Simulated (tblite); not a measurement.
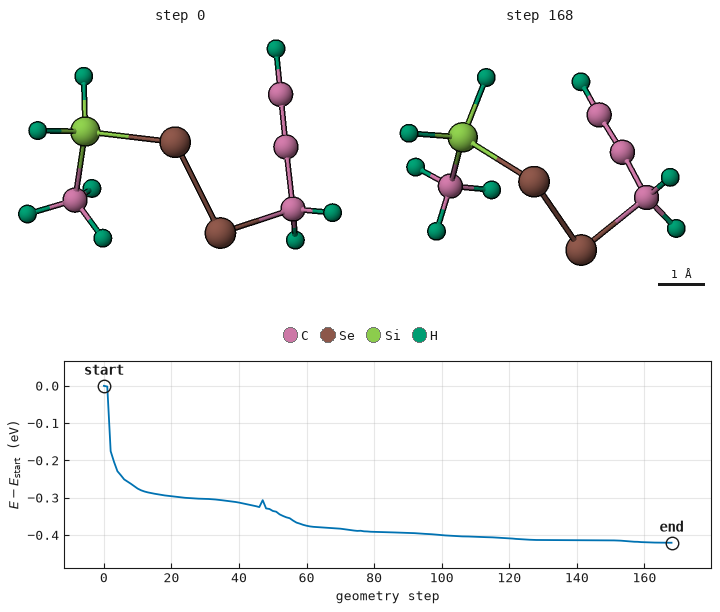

First and last geometry of a relaxation of C$_{4}$H$_{8}$Se$_{2}$Si, with the history of the run. The picture is a ball-and-stick view, seen face on.

The calculation used GFN2-xTB geometry optimisation, gas phase in tblite 0.8.0. 

> Read the history and describe the run.

It converged. After 168 geometry steps the energy has fallen by 0.420 eV. An H atom moves most after the best rigid fit: 1.65 Å. By element the largest moves are H 1.65 Å, C 1.15 Å, Se 1.04 Å, Si 0.48 Å. Near-neighbour distances that change, for instance: Se–Se 2.391 → 2.302 Å, C–Se 1.954 → 2.011 Å, Se–Si 2.288 → 2.332 Å, C–H 1.125 → 1.087 Å. Among the angles between lasting bonds that change: C–Se–Se 106.5° → 100.0°, Se–Si–H 111.8° → 106.1°, H–C–H 113.6° → 108.2°. Groups turn about C–Se by about 45°, C–Si by about 35°, Se–Se by about 25°.

```tsv
step	E − E(0), eV
0	0.0000
1	-0.0019
2	-0.1752
3	-0.2039
4	-0.2288
5	-0.2394
6	-0.2508
7	-0.2565
8	-0.2626
9	-0.2691
10	-0.2754
18	-0.2937
27	-0.3020
35	-0.3067
43	-0.3188
52	-0.3444
60	-0.3750
68	-0.3815
77	-0.3899
85	-0.3927
93	-0.3955
101	-0.4009
110	-0.4047
118	-0.4077
126	-0.4125
135	-0.4135
143	-0.4137
151	-0.4143
160	-0.4192
168	-0.4205
```
